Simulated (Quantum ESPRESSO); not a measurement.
# Dipole at the next field: arsenene, 1 layer

Method. Quantum ESPRESSO 7.5, PBE, GBRV ultrasoft; sawtooth field along the normal with dipole correction, ions clamped, threshold 1e-9 Ry; cell area 11.271 Å².

```
field (V/Å)  dipole (e Å a cell)
          0              0.00000
        0.1              0.02496
        0.2              0.04986
```

One more run was made and is withheld. What is the dipole at 0.3 V/Å, and what electrostatic thickness 4πα/A follows from the rows?

**Fit.** The slope is (0.04986 − (0.00000))/0.2 = 0.2493 e Å²/V, so 4πα/A = 180.95 × 0.2493/11.271 = 4.00 Å. Linear response gives p = 0.00000 + 0.2493 × (0.3) = 0.07479 e Å; a parabola through the three rows gives 0.07470.

**The withheld run.** p = 0.07487 e Å. The line misses by 0.1 % of the induced dipole and the parabola by 0.2 %. The response is linear over this range.

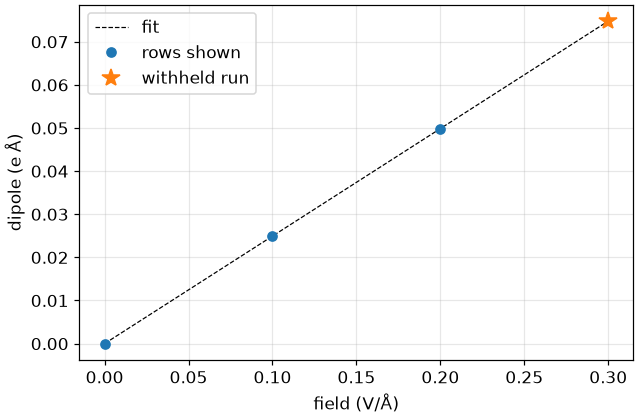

The rows shown, the fit and the withheld run.

**Limits.** Electrons alone respond; local and semilocal functionals tend to overscreen.

[Logs are printed without paths, hosts, clocks, repeated set-up lines and the standing remarks that a program may print on its own settings, such as how far it seeks lower states.]
